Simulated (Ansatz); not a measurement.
**O2Ti (TiO2) (charge +1, doublet): density, localisation and related maps**

Input file:

```
crystal:
  periodic: [false, false, false]
  atoms:
    - {symbol: Ti, position_ang: [0.005736, -0.007183, -0.752059]}
    - {symbol: O, position_ang: [1.210262, -0.016745, 0.385468]}
    - {symbol: O, position_ang: [-1.215987, 0.023918, 0.366590]}
basis:
  gaussian: {orbitals: def2-TZVP, initial_orbitals: start.molden}
total_charge: 1
magnetization: {spin_polarized: true, initial_magnetization: 1}
hamiltonian: {xc: pbe0, dispersion: d4}
scf: {omitted_lower_state_checks: [starts]}
output: {orbitals: {seedname: orbitals}}
```

Run with:

```sh
ansatz run in.yaml --threads 4 --pin off --events-out ev --progress --plain --max-ram 3916MiB
```

Geometry: PBE-D4/def2-TZVP; ⟨S²⟩ = 0.83, above the pure value of 0.75.

Computed with Ansatz, UKS PBE0-D4/def2-TZVP.

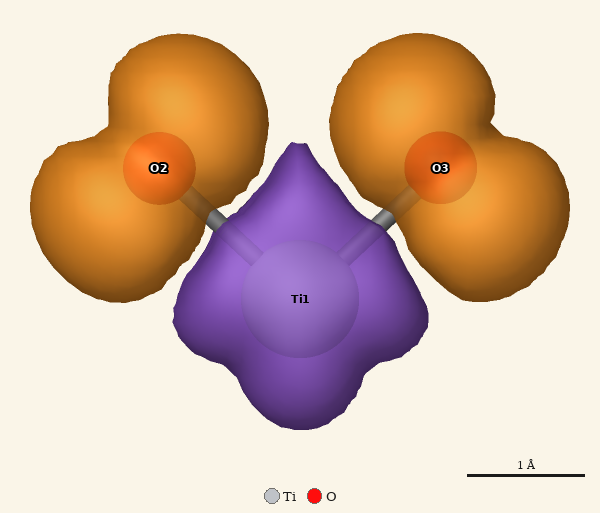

Figure 1. Isosurfaces of the spin density (α minus β) at +0.02 (orange) and −0.02 e/Å³ (purple), seen across its widest extent.

### Where is the unpaired spin?

The unpaired spin (1 electron) lies mostly on O2 (about 0.6) and O3 (about 0.6), in electrons by Hirshfeld's partition, with opposite, polarisation-induced spin on Ti1.

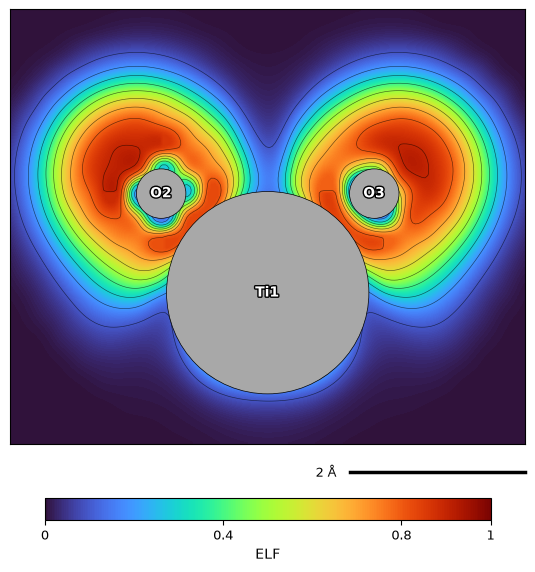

Figure 2. ELF on the molecular plane. Grey discs cover the atomic cores.

### What does the map show?

- The section cuts through Ti and O sites.
- Ti–O (1.66 Å): the ELF peaks at about 0.85 in the valence shell of O, 0.5 Å from its nucleus, and drops to about 0.40 between the two atoms.

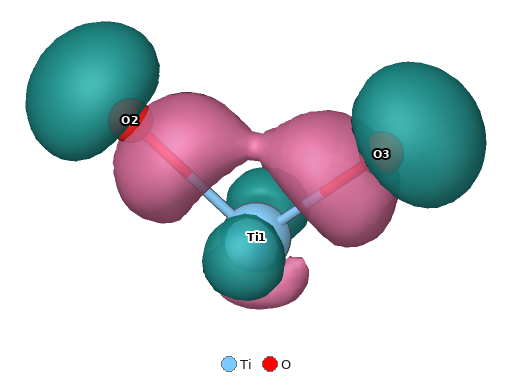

Figure 3. The HOMO (α) at ±0.2 Å⁻³ᐟ² (teal and pink are the two phases), seen at a tilt.

### Where does this orbital lie, and at what energy?

It lies mainly on O2 (about 40 %), O3 (about 40 %) and Ti1 (about 20 %); it is symmetric in the molecular plane (an in-plane orbital: σ, lone-pair or in-plane π type); largely a combination of lone pairs on O2 and O3. Its energy is −16.86 eV.
